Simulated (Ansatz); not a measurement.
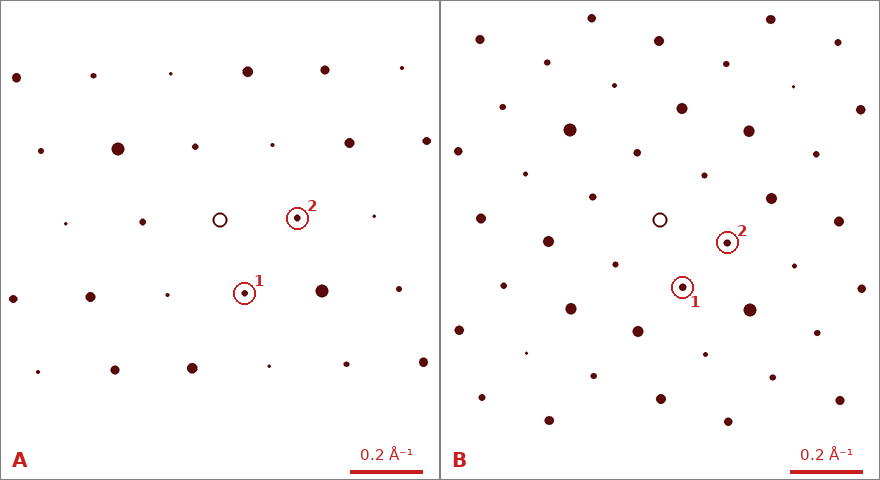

Kinematic electron diffraction patterns (120 kV, B = 0.5 Å², same scale) along [001] of the run's own cell, for the start and the end of one relaxation of BiP with Ansatz 0.2.0, DFT PBE, scalar-relativistic, plane waves, PAW. k mesh 10×10×10. The start is a generated model structure, and the relaxation ends in the nearest stationary point of its symmetry, not necessarily the ground state. Spot 1 is -1 0 0 and spot 2 is 0 -1 0 in both.

Start structure:

```
Bi P
1.0
     2.86824   -3.88961    0.00000
     2.86824    3.88961    0.00000
     0.00000    0.00000    4.43148
Bi P
2 2
Direct
  0.85753 0.14247 0.25000
  0.14247 0.85753 0.75000
  0.56539 0.43461 0.75000
  0.43461 0.56539 0.25000
```

> Which pattern belongs to the start structure, and which to the relaxed one?

A is the start: its cell gives d(1) = 4.617 Å, d(2) = 4.617 Å and an angle of 72.8°. B is the relaxed structure, with d(1) = 5.014 Å (+8.6 %), d(2) = 5.014 Å (+8.6 %) and 52.5°.

> Name reflections whose intensity changes strongly on relaxation.

2 -2 0 goes from 24 to 55 % of the strongest spot; 1 -3 0 goes from 17 to 31 % of the strongest spot.

> Summarise the relaxation behind the change.

The volume changed by +6.7 % to 26.38 Å³ an atom; with the mean shift removed, the atoms moved by up to 0.11 Å relative to the cell (Bi most); the space group stayed Cmcm (No. 63); the free energy fell by 170 meV an atom. Relaxed cell: a = 6.318 Å, b = 6.318 Å, c = 3.331 Å, α = 90.00°, β = 90.00°, γ = 127.47°.
